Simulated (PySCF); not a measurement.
# C₃HF₅O₂: NMR shielding calculation

C₃HF₅O₂, computed with GIAO PBE0/pcSseg-1 NMR shielding, non-relativistic, gas phase (PySCF 2.14.0).

The geometry comes from this level: GFN2-xTB. Figures and captions count atoms from 1; the log counts them from 0 in places.

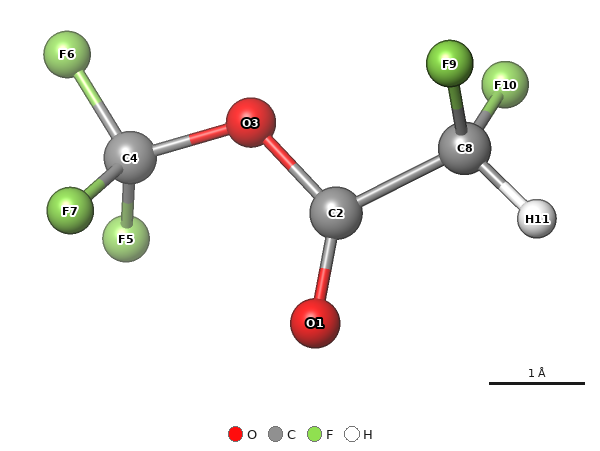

Figure 1. The structure as given in the input (ball-and-stick view, seen at a tilt; atoms are numbered from 1 in the order of the input). Bond lengths as drawn: C–C 1.55 Å, C–F 1.32 to 1.35 Å, C–H 1.10 Å and C–O 1.18 to 1.36 Å.

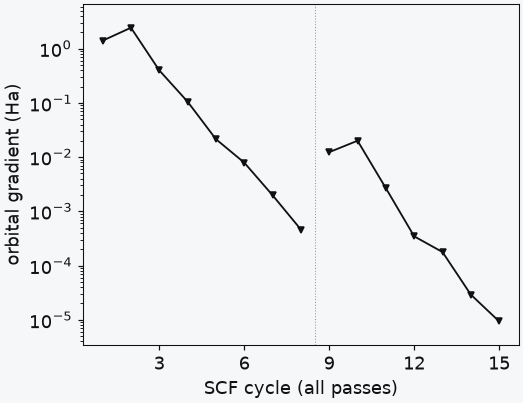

Figure 2. Convergence of the self-consistent field: orbital gradient against the SCF cycle. The dotted line marks the change from a coarse to the final integration grid. The first 8 cycles use a coarse grid, the final grid takes over at cycle 9, and the field converges after 15 cycles in all.

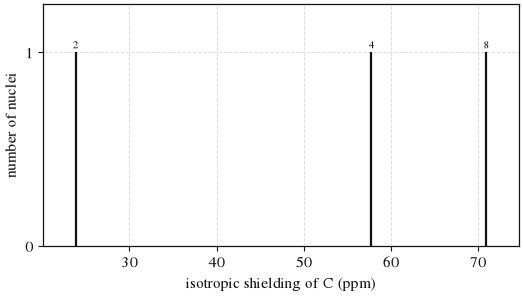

Figure 3. Isotropic shieldings of the carbon nuclei in this fixed geometry, labelled by atom number; shielding grows to the right, so chemical shift grows to the left. The least shielded is C2 (23.8 ppm), the most shielded C8 (71.0 ppm).

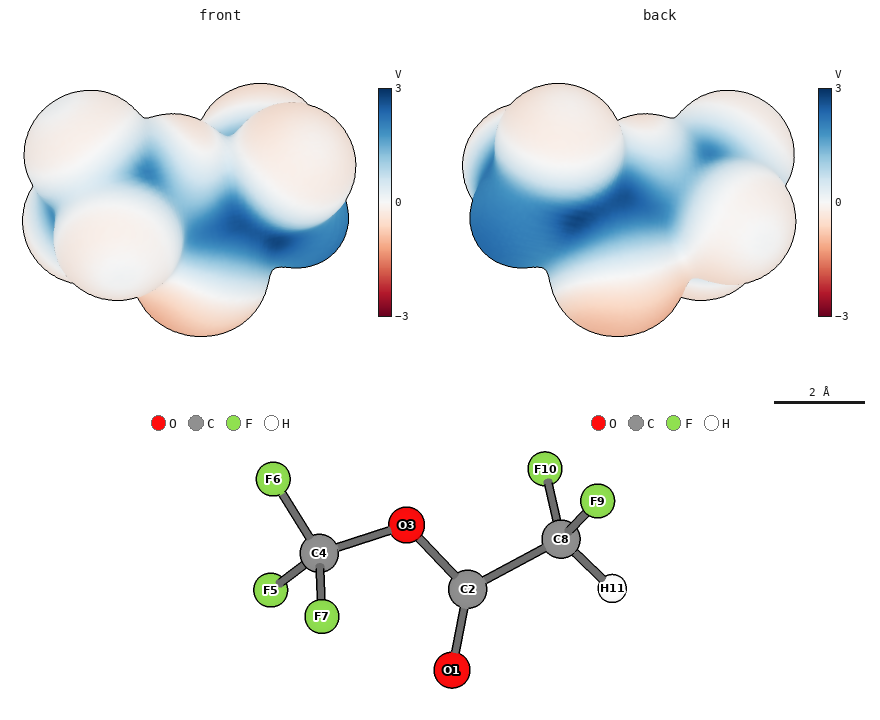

Figure 4. The electrostatic potential painted on the density surface at 0.004 e/bohr³, seen at a tilt and from behind; red is negative and blue positive. The bare structure is drawn below in the same view. A positive charge is drawn to the negative regions and a negative charge to the positive ones. Its dipole moment is 1.39 D.

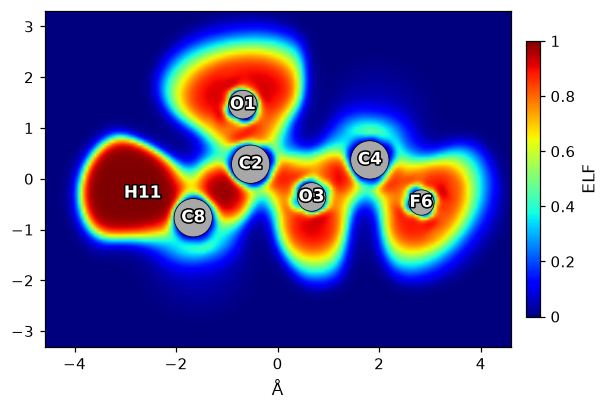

Figure 5. Electron localisation function on the plane of atoms C2, C8 and H11. Grey discs, where drawn, cover atomic cores. C–O (1.18 Å): the ELF peaks at about 0.90 between the atoms; a multiple bond by its length, whose ELF region spreads away from the axis. C–F (1.32 Å): the ELF peaks at about 0.85 between the atoms, which marks a shared but strongly polarised pair. C–C (1.55 Å): the ELF peaks at about 1 between the atoms (localised, shared-pair bonding). C–H (1.10 Å): the ELF climbs to about 1 towards the hydrogen, as it does in any bond to H; a covalent bond by its length.

These pictures come from the run below.

**Input**
```
{"job": {"kind": "nmr", "xc": "PBE0", "basis": "pcSseg-1"}, "charge": 0, "multiplicity": 1}
O      0.024234    -1.673610     0.145358
C      0.381056    -0.548130     0.068189
O     -0.430677     0.534993    -0.083533
C     -1.776467     0.352880    -0.150541
F     -2.133076    -0.417859    -1.169319
F     -2.340261     1.534820    -0.314735
F     -2.268571    -0.187972     0.956387
C      1.848619    -0.065779     0.124266
F      2.012482     0.770613     1.165626
F      2.145949     0.617241    -0.995952
H      2.542136    -0.914526     0.228290
```

The first line tells a small driver script what to run in PySCF; the rest is the geometry in Å.

Launched with:
```bash
OMP_NUM_THREADS=1 python <driver script> task.json out
```

**Log**
```
coarse grid: 11480 points
cycle   1  E = -763.3220758125  dE =  2.120e+00  |g| = 1.410e+00  |ddm| = 3.005e+00
cycle   2  E = -762.6563805674  dE =  6.657e-01  |g| = 2.445e+00  |ddm| = 1.961e+00
cycle   3  E = -763.6375722553  dE = -9.812e-01  |g| = 3.999e-01  |ddm| = 1.435e+00
cycle   4  E = -763.6644298192  dE = -2.686e-02  |g| = 1.056e-01  |ddm| = 2.681e-01
cycle   5  E = -763.6661833106  dE = -1.753e-03  |g| = 2.148e-02  |ddm| = 5.813e-02
cycle   6  E = -763.6662562184  dE = -7.291e-05  |g| = 7.922e-03  |ddm| = 1.489e-02
cycle   7  E = -763.6662662209  dE = -1.000e-05  |g| = 1.982e-03  |ddm| = 4.324e-03
cycle   8  E = -763.6662668296  dE = -6.087e-07  |g| = 4.614e-04  |ddm| = 1.288e-03
final grid: 119432 points
cycle   9  E = -763.7769725457  dE = -4.165e-05  |g| = 1.235e-02  |ddm| = 2.040e-02
cycle  10  E = -763.7769298504  dE =  4.270e-05  |g| = 2.008e-02  |ddm| = 1.601e-02
cycle  11  E = -763.7769967870  dE = -6.694e-05  |g| = 2.676e-03  |ddm| = 1.070e-02
cycle  12  E = -763.7769980114  dE = -1.224e-06  |g| = 3.456e-04  |ddm| = 1.533e-03
cycle  13  E = -763.7769980273  dE = -1.590e-08  |g| = 1.771e-04  |ddm| = 2.823e-04
cycle  14  E = -763.7769980326  dE = -5.235e-09  |g| = 2.902e-05  |ddm| = 9.916e-05
cycle  15  E = -763.7769980327  dE = -1.073e-10  |g| = 9.317e-06  |ddm| = 1.823e-05
converged SCF energy = -763.7769980327

GIAO shielding tensors (ppm)
atom      isotropic    diamagn.    paramagn.     s11        s22        s33       span
  0 O     -141.224     400.553    -541.777   -424.431   -296.415    297.174    721.605
  1 C       23.810     252.352    -228.542    -90.484     67.626     94.288    184.771
  2 O       88.907     404.698    -315.791    -40.554    140.045    167.228    207.782
  3 C       57.733     236.405    -178.672     52.145     59.348     61.705      9.560
  4 F      242.994     471.046    -228.052    183.907    202.556    342.518    158.611
  5 F      246.318     468.648    -222.330    193.237    196.100    349.616    156.379
  6 F      242.803     471.063    -228.260    183.975    201.303    343.131    159.155
  7 C       70.967     233.796    -162.829     56.138     74.460     82.302     26.165
  8 F      310.769     470.923    -160.154    214.095    336.262    381.951    167.856
  9 F      310.855     470.988    -160.133    215.182    336.155    381.228    166.046
 10 H       25.403      25.392       0.011     23.387     23.948     28.874      5.488
```

**Summary**

| quantity | value |
| --- | --- |
| outcome | converged |
| total energy | −763.776998 hartree |
| HOMO | −9.62 eV |
| LUMO | −1.76 eV |
| dipole moment | 1.39 D |
| isotropic shielding, O | −141.2 to 88.9 ppm |
| isotropic shielding, C | 23.8 to 71.0 ppm |
| isotropic shielding, F | 242.8 to 310.9 ppm |
| isotropic shielding, H | 25.4 ppm |
| hardware | 1 CPU thread, shared host |
| wall time | 26 s |
| peak memory | 0.75 GiB |
